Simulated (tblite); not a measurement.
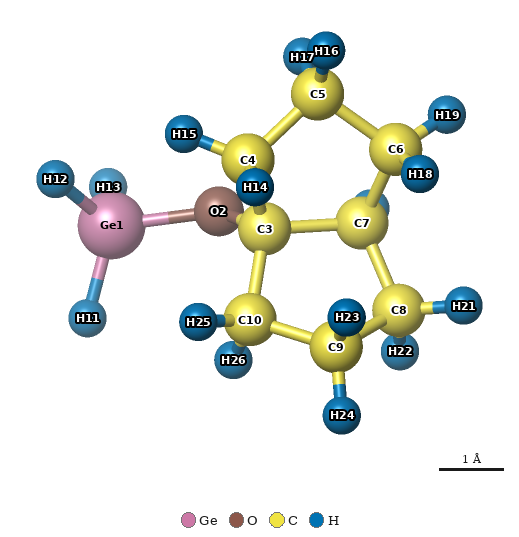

Fig. 1: The structure (ball-and-stick view, seen at a tilt; atoms are numbered from 1 in the order of the input). Sticks mark near contacts.

Run report: C8H16GeO, frequency calculation

System: C8H16GeO.
Method: GFN2-xTB harmonic vibrations, gas phase (tblite 0.8.0).

It belongs to a series of runs on one base structure; here: H on C replaced by OGeH3.

The input
```
{"job": {"kind": "ir", "xc": "GFN2-xTB", "basis": "xTB"}, "charge": 0, "multiplicity": 1}
Ge     3.151764    -0.379374    -0.606930
O      1.441578    -0.617707    -0.767663
C      0.378366    -0.030877    -0.048872
C      0.237827    -0.669163     1.342670
C     -0.739676    -1.818600     1.129076
C     -1.781678    -1.195854     0.204618
C     -0.960048    -0.350158    -0.776843
C     -1.586275     1.005639    -1.116745
C     -0.984299     1.967199    -0.092540
C      0.463615     1.500204    -0.003692
H      3.553869     1.019745    -0.989477
H      3.632046    -0.658090     0.793284
H      3.638274    -1.392007    -1.582572
H     -0.184517     0.055619     2.040409
H      1.207874    -0.996770     1.717524
H     -1.167218    -2.189317     2.060121
H     -0.234421    -2.641262     0.621189
H     -2.444607    -0.551280     0.785031
H     -2.390022    -1.942194    -0.304388
H     -0.741030    -0.927992    -1.675997
H     -2.674476     0.975896    -1.075300
H     -1.289261     1.314120    -2.119848
H     -1.478503     1.848331     0.873228
H     -1.069963     3.010150    -0.395091
H      0.986744     1.849093     0.888121
H      1.012991     1.837265    -0.886039
```

The first line tells a small driver script what to run in tblite; the rest is the geometry in Å.

Run on 1 CPU thread, shared host.

Launched with:
```bash
OMP_NUM_THREADS=1 python <driver script> task.json out
```

The program's output
```
mode    cm-1     km/mol
  1      49.6      0.50
  2      82.5      0.15
  3     109.1      0.66
  4     126.6      1.67
  5     171.8      0.38
  6     220.5      2.46
  7     249.3      1.13
  8     352.9      4.20
  9     384.2      1.56
 10     418.1      7.81
 11     491.5     21.44
 12     538.8      6.55
 13     562.2     20.49
 14     587.2     92.42
 15     592.0      2.20
 16     624.9    120.69
 17     664.4     82.12
 18     763.8    258.80
 19     784.2     54.76
 20     801.6    156.27
 21     836.6    165.22
 22     850.7      4.66
 23     861.9      1.56
 24     884.7      3.54
 25     904.4      7.82
 26     961.8      5.97
 27     980.8      3.62
 28     987.3      1.80
 29    1010.9     15.84
 30    1023.6     63.27
 31    1036.6      1.59
 32    1074.5      4.81
 33    1080.8      4.37
 34    1103.6      8.49
 35    1109.8      9.89
 36    1155.6     10.54
 37    1159.7      6.22
 38    1179.1      4.02
 39    1189.7     21.15
 40    1202.1     10.14
 41    1227.0      1.20
 42    1234.0      9.03
 43    1258.0     12.75
 44    1285.1      0.43
 45    1301.1      5.45
 46    1305.6      5.52
 47    1315.3      0.50
 48    1319.5      6.36
 49    1321.6      0.67
 50    1332.1      0.34
 51    1464.7      0.80
 52    1474.7      0.09
 53    1482.6      0.33
 54    1485.6      0.33
 55    1495.0      0.47
 56    1502.1      0.61
 57    1911.1    136.92
 58    1964.8    526.27
 59    2093.4    389.20
 60    2959.8     18.71
 61    2969.8      4.71
 62    2974.4     17.06
 63    2976.0     17.66
 64    2976.9     20.09
 65    2980.0      8.87
 66    2987.4     46.23
 67    2991.5     19.66
 68    2996.7    177.92
 69    3000.4     57.29
 70    3002.0     33.07
 71    3007.2     93.78
 72    3008.2     63.33
```

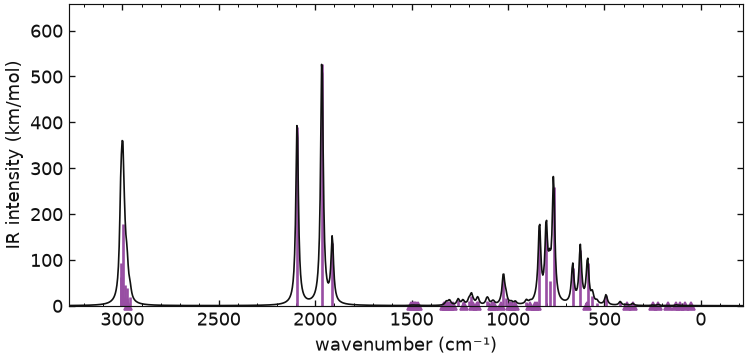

Fig. 2: Harmonic infrared spectrum, unscaled: sticks (degenerate modes added up, dark ones marked on the axis) with a Lorentzian envelope of 16 cm⁻¹ full width, scaled to the tallest stick. 72 modes from 50 to 3008 cm⁻¹, none imaginary. The strongest line is at 1965 cm⁻¹ (526 km/mol).

Results in brief

| quantity | value |
| --- | --- |
| outcome | converged |
| total energy | −852.7751 eV |
| zero-point energy | 136.9140 kcal/mol |
| wall time | 4.9 s |
| peak memory | 0.18 GiB |
